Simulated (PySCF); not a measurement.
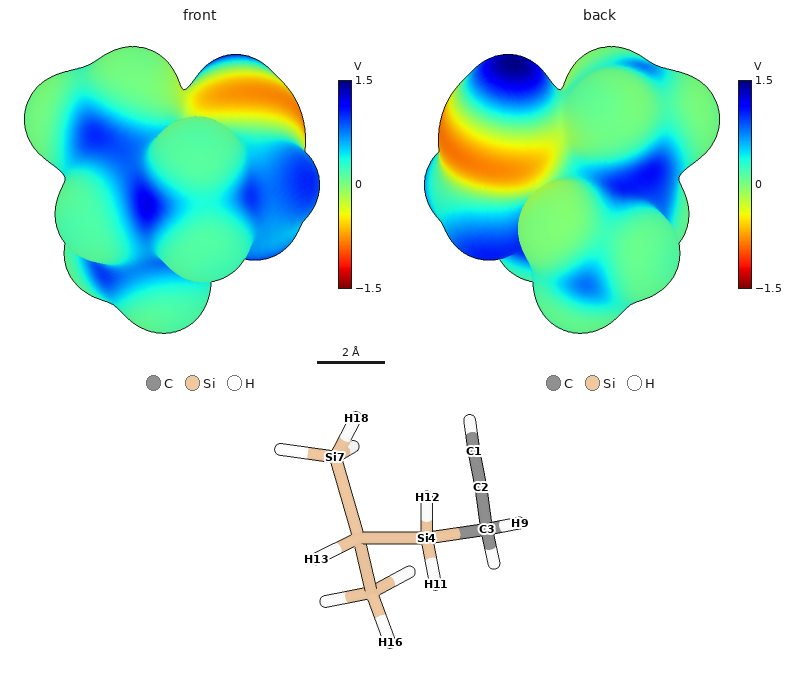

*C$_{3}$H$_{12}$Si$_{4}$ (SMILES C#CC[SiH2][SiH]([SiH3])[SiH3]). The molecular electrostatic potential painted on the density surface at 0.002 e/bohr³, seen from the front and from behind; the colour scale runs from red (negative) to blue (positive). The bare structure is drawn below in the same view.*

Geometry: GFN2-xTB.

Computed with PBE0/pcSseg-1, SCF density, gas phase, non-relativistic (PySCF 2.14.0).

Input

```
{"job": {"kind": "nmr", "xc": "PBE0", "basis": "pcSseg-1"}, "charge": 0, "multiplicity": 1}
C      2.343224     1.465001     0.354424
C      1.889069     1.042677    -0.670615
C      1.313047     0.479591    -1.862591
Si     0.327883    -1.113092    -1.440622
Si    -1.090429    -0.581413     0.328846
Si    -2.294620     1.371177    -0.076914
Si    -0.008662    -0.559907     2.390510
H      2.764726     1.868111     1.225787
H      2.110611     0.263187    -2.575029
H      0.653390     1.218159    -2.324007
H     -0.295406    -1.529229    -2.707384
H      1.327895    -2.149981    -1.143200
H     -2.079004    -1.688882     0.363694
H     -3.390770     1.585323     0.870362
H     -1.423390     2.545076     0.017171
H     -2.898745     1.415936    -1.412545
H     -0.785737    -1.194151     3.459527
H      1.282016    -1.251386     2.357755
H      0.245100     0.811888     2.837371
```

Run with:

```sh
OMP_NUM_THREADS=1 python probes_run.py task.json out
```

Describe the electrostatic potential map.

The most negative region (about −0.8 V) lies over C1 and C2, the most positive (about +1.4 V) over H8.
